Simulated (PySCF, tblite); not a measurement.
# C₆H₄ClS₂ radical: geometry, infrared bands and EPR parameters

Wanted: the infrared bands and EPR parameters of C₆H₄ClS₂ radical (`CC(=S)c1c[c]c(Cl)s1`), by calculation.

Programs: tblite 0.8.0 and PySCF 2.14.0, with density-fitted response routines of our own. Each step states its level of theory. These are calculated values for one molecule in the gas phase, unless marked as measured. Atoms count from 0, in the outputs and in this text.

## (1) The molecule as given

13 atoms, charge 0, multiplicity 2; geometry from: force field or distance geometry start.

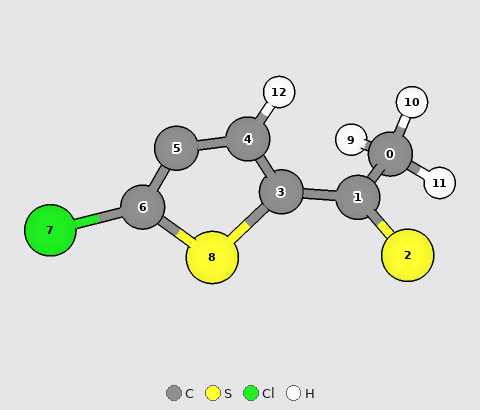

As it starts; carbon grey, sulfur yellow, chlorine green, hydrogen white, atoms numbered; sticks join atoms by distance.

## (2) Optimising the geometry with GFN2-xTB

Job settings and geometry (Å):

```
{"job": {"kind": "relax", "xc": "GFN2-xTB", "basis": "xTB"}, "charge": 0, "multiplicity": 2}
C     -2.243400     0.345600    -0.003100
C     -0.933000     0.434100     0.648500
S     -0.819400     0.910500     2.215500
C      0.325500     0.102000    -0.019800
C      0.856500    -1.136700    -0.296100
C      2.030600    -1.126900    -0.932400
C      2.624600     0.045500    -1.237100
Cl     4.165700     0.284700    -2.043600
S      1.510800     1.317300    -0.627600
H     -2.202600     0.526800    -1.094400
H     -2.654300    -0.685400     0.163400
H     -2.978300     1.043300     0.500600
H      0.313000    -2.060300    -0.014000
```

The run is started by

```sh
$ OMP_NUM_THREADS=1 python probes_run.py task.json out
```

The driver reads the jobs from task.json and runs them one after another.

**Question.** This job is followed by: GFN2-xTB harmonic vibrations, gas phase; UKS B3LYP, pcH-1 on C Cl H S, non-relativistic, mean-field spin-orbit, GIAO. Predict these results of the whole session: strongest single infrared mode (GFN2-xTB); zero-point energy (GFN2-xTB); g(iso) (B3LYP); ⟨S²⟩; largest a(iso) (averaged by class); potential on the surface of density 0.002 e/bohr³, 1st and 99th percentile.

The runs gave:

| quantity | value |
| --- | --- |
| strongest single infrared mode (GFN2-xTB) | 1376 cm⁻¹, 346 km/mol |
| zero-point energy (GFN2-xTB) | 48.4 kcal/mol |
| g(iso) (B3LYP) | 1.99967 |
| ⟨S²⟩ | 0.759 (exact 0.75) |
| largest a(iso) (averaged by class) | 13C on C5, 414.2 MHz |
| potential on the surface of density 0.002 e/bohr³, 1st and 99th percentile | -0.75 V and 1.50 V |

What this shows: Over 105 steps the energy fell by 0.858 eV; of the close pairs, C6–Cl7 changed most, 1.756 to 1.690 Å. No mode is imaginary among the 33: a minimum at this level. Unscaled tight-binding wavenumbers are off by several per cent, some by more. Its intensities can rank the bands wrongly. C5 carries the largest spin population, 0.94 e. The isotropic g lies 2.6 ppt below the free-electron value. These values are for one conformer; the search (at its own cheap level) found 2 more, at 0.03, 1.62 kcal/mol (those within 0.05 may be mirror or relabelled copies), and measured spectra average over such forms.
